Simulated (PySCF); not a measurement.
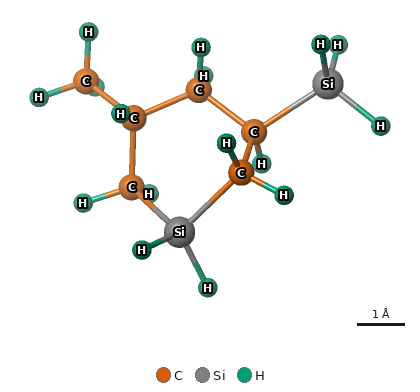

Figure 1. The structure as given in the input (ball-and-stick view, seen at a tilt).

**Run report: C₆H₁₆Si₂, NMR shielding calculation**

- system: C₆H₁₆Si₂
- method: GIAO B97-2/pcSseg-1 NMR shielding, non-relativistic, IEF-PCM water (PySCF 2.14.0)

The geometry comes from this level: GFN2-xTB. Figures and captions count atoms from 1; the log counts them from 0 in places.

**The program's output**
```
coarse grid: 19688 points
cycle   1  E = -817.0429613009  dE =  5.097e-01  |g| = 4.879e-01  |ddm| = 4.289e+00
cycle   2  E = -817.0062087579  dE =  3.675e-02  |g| = 6.161e-01  |ddm| = 1.101e+00
cycle   3  E = -817.1088417306  dE = -1.026e-01  |g| = 5.599e-02  |ddm| = 6.753e-01
cycle   4  E = -817.1094753217  dE = -6.336e-04  |g| = 2.507e-02  |ddm| = 7.957e-02
cycle   5  E = -817.1096240058  dE = -1.487e-04  |g| = 4.515e-03  |ddm| = 2.418e-02
cycle   6  E = -817.1096287754  dE = -4.770e-06  |g| = 1.130e-03  |ddm| = 5.408e-03
final grid: 177056 points
cycle   7  E = -817.1456251938  dE = -9.422e-05  |g| = 4.015e-03  |ddm| = 4.331e-02
cycle   8  E = -817.1456253511  dE = -1.573e-07  |g| = 2.851e-03  |ddm| = 5.840e-03
cycle   9  E = -817.1456269291  dE = -1.578e-06  |g| = 1.019e-03  |ddm| = 3.276e-03
cycle  10  E = -817.1456271844  dE = -2.553e-07  |g| = 8.963e-05  |ddm| = 9.703e-04
cycle  11  E = -817.1456271855  dE = -1.180e-09  |g| = 4.829e-05  |ddm| = 1.264e-04
cycle  12  E = -817.1456271861  dE = -5.634e-10  |g| = 5.716e-06  |ddm| = 4.042e-05
```

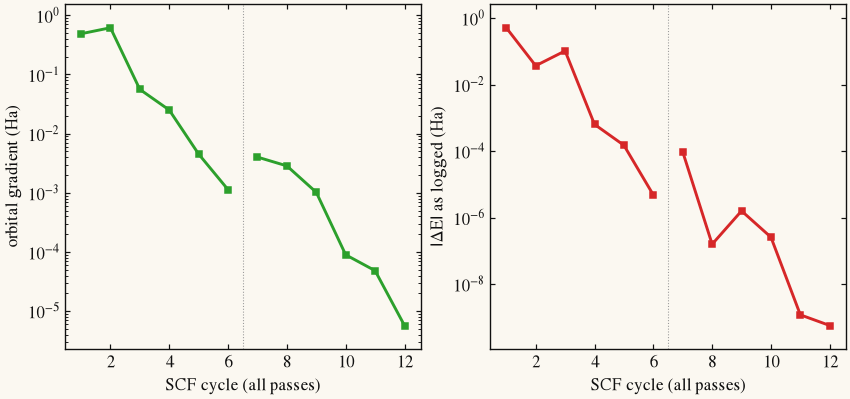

Figure 2. Convergence of the self-consistent field: orbital gradient and size of the energy change against the SCF cycle. The dotted line marks the change from a coarse to the final integration grid. The first 6 cycles use a coarse grid, the final grid takes over at cycle 7, and the field converges after 12 cycles in all.

```
converged SCF energy = -817.1456271861

GIAO shielding tensors (ppm)
atom      isotropic    diamagn.    paramagn.     s11        s22        s33       span
  0 C      158.228     246.307     -88.079    140.761    147.299    186.624     45.862
  1 C      157.129     247.428     -90.299    153.711    158.339    159.337      5.626
  2 C      174.685     252.268     -77.583    162.021    167.390    194.645     32.624
  3 Si     399.354     880.439    -481.085    373.236    394.307    430.519     57.283
  4 C      179.709     252.130     -72.420    166.444    178.481    194.203     27.758
  5 C      170.568     251.773     -81.205    161.851    173.489    176.364     14.513
  6 Si     412.670     880.634    -467.964    374.179    388.564    475.269    101.090
  7 C      148.107     250.162    -102.055    127.320    147.252    169.750     42.430
  8 H       30.550      29.936       0.614     25.738     28.343     37.571     11.833
  9 H       31.037      30.596       0.440     27.686     29.036     36.388      8.702
 10 H       30.589      29.454       1.135     26.025     27.984     37.758     11.733
 11 H       30.260      34.202      -3.942     26.649     29.458     34.673      8.025
 12 H       31.087      31.314      -0.227     25.887     29.456     37.917     12.030
 13 H       31.274      32.782      -1.508     28.235     28.655     36.933      8.698
 14 H       27.851      29.665      -1.814     24.307     25.322     33.923      9.616
 15 H       27.789      29.607      -1.818     24.143     25.214     34.010      9.866
 16 H       31.003      31.288      -0.284     25.159     29.722     38.130     12.971
 17 H       31.245      32.997      -1.752     27.849     28.639     37.249      9.400
 18 H       30.718      34.039      -3.321     27.532     29.200     35.422      7.890
 19 H       28.062      29.707      -1.645     24.252     26.120     33.815      9.563
 20 H       28.406      30.072      -1.666     25.201     26.927     33.091      7.890
 21 H       28.134      29.674      -1.540     24.477     26.043     33.882      9.405
 22 H       30.223      34.579      -4.356     24.407     31.145     35.118     10.711
 23 H       30.593      34.674      -4.082     24.922     31.350     35.506     10.583
```

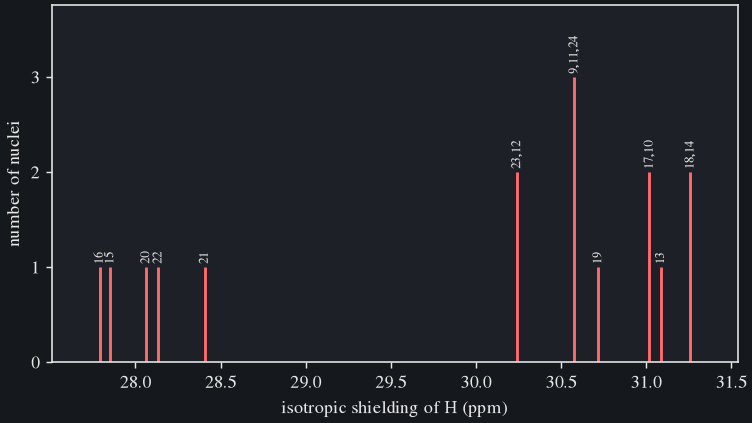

Figure 3. Isotropic shieldings of the hydrogen nuclei in this fixed geometry, labelled by atom number; shielding grows to the right, so chemical shift grows to the left. The least shielded is H16 (27.8 ppm), the most shielded H14 (31.3 ppm).

This output came from the following input.

**Input file**
```
{"job": {"xc": "B97-2", "basis": "pcSseg-1", "solvent": "water", "kind": "nmr", "pop": false}, "charge": 0, "multiplicity": 1}
C     -2.640745     0.874100    -0.041671
C     -1.366008     0.038990     0.074411
C     -1.292324    -1.010020    -1.036308
Si     0.118897    -2.221051    -0.638860
C      1.334207    -1.092961     0.292793
C      1.205673     0.325279    -0.276294
Si     2.651550     1.430794     0.296698
C     -0.141322     0.969743     0.078325
H     -2.674283     1.634822     0.736328
H     -2.683341     1.370424    -1.009869
H     -3.522006     0.243210     0.058136
H     -1.402838    -0.489483     1.034594
H     -2.250347    -1.526885    -1.104823
H     -1.141251    -0.511708    -1.995290
H      0.724867    -2.743887    -1.869326
H     -0.346040    -3.326258     0.207709
H      2.360566    -1.444820     0.180036
H      1.132574    -1.073731     1.364635
H      1.259682     0.241294    -1.368525
H      2.486487     2.784288    -0.237917
H      2.662663     1.482978     1.760774
H      3.909304     0.856744    -0.185709
H     -0.079752     1.423947     1.072102
H     -0.317946     1.783953    -0.630481
```

The first line tells a small driver script what to run in PySCF; the rest is the geometry in Å.

Command:
```bash
OMP_NUM_THREADS=1 python <driver script> task.json out
```

**Summary**

| quantity | value |
| --- | --- |
| outcome | converged |
| total energy | −817.145627 hartree |
| HOMO | −7.02 eV |
| LUMO | 0.91 eV |
| dipole moment | 0.77 D |
| isotropic shielding, C | 148.1 to 179.7 ppm |
| isotropic shielding, Si | 399.4 to 412.7 ppm |
| isotropic shielding, H | 27.8 to 31.3 ppm |
| hardware | 1 CPU thread, shared host |
| wall time | 35 s |
| peak memory | 1.3 GiB |
